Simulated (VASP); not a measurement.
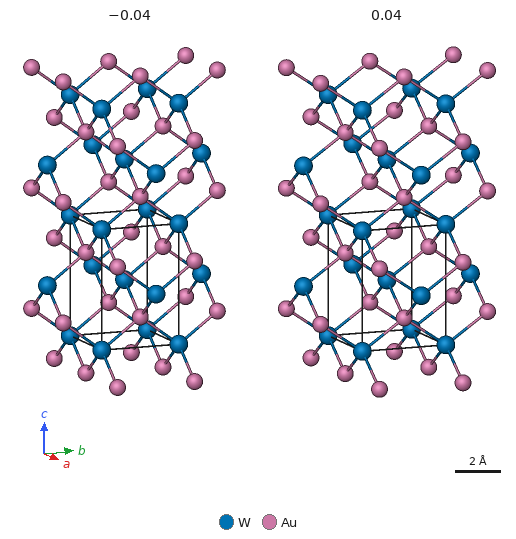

A crystal of WAu (a generated structure, set up in I-4m2), held at several strains, with the atoms relaxed (per unit of the tabulated number the cell is strained by 1.0 along b, 1.0 along a). The picture shows the first and the last member. Style: ball-and-stick. Shown: the conventional cell (2 times the calculation's cell), repeated 1 × 1 × 2 with one cell outlined, slightly off an axis. Lengths and directions refer to the drawn axes.

Computed with VASP 6.6.1: PBE, VASP PAW PBE potentials, recommended. Settings: plane-wave cutoff 520 eV; k-point mesh 8 × 8 × 8; occupations fermi-dirac; smearing width 0.05 eV; no spin polarisation.

```json
{"strain": "−0.04", "energy (meV/atom)": "455.18"}
{"strain": "−0.02", "energy (meV/atom)": "198.68"}
{"strain": "−0.01", "energy (meV/atom)": "92.52"}
{"strain": "0.0", "energy (meV/atom)": "0.00"}
{"strain": "0.01", "energy (meV/atom)": "?"}
{"strain": "0.02", "energy (meV/atom)": "−147.31"}
{"strain": "0.04", "energy (meV/atom)": "−249.40"}
```

### Estimate the missing row from the others, and compare with the calculation.

A parabola through three neighbouring rows (−0.01, 0.0, 0.02) gives, with Lagrange weights, (−0.3333)(92.52) + (1.0000)(0.00) + (0.3333)(−147.31) = −79.94 meV/atom. The calculation gives −79.67 meV/atom. The estimate is 0.27 meV/atom too low. The lowest tabulated energy lies at 0.04, so the unstrained cell isn't a minimum along this strain at this level. From the first member to the last: Au–W 2.317 → 2.444 Å.

The whole series:

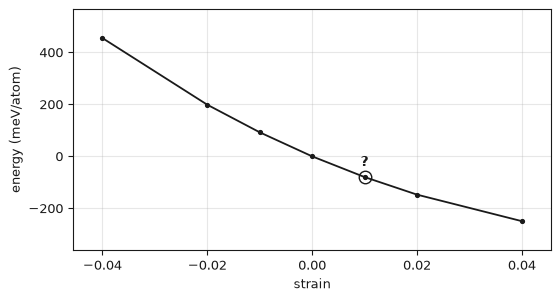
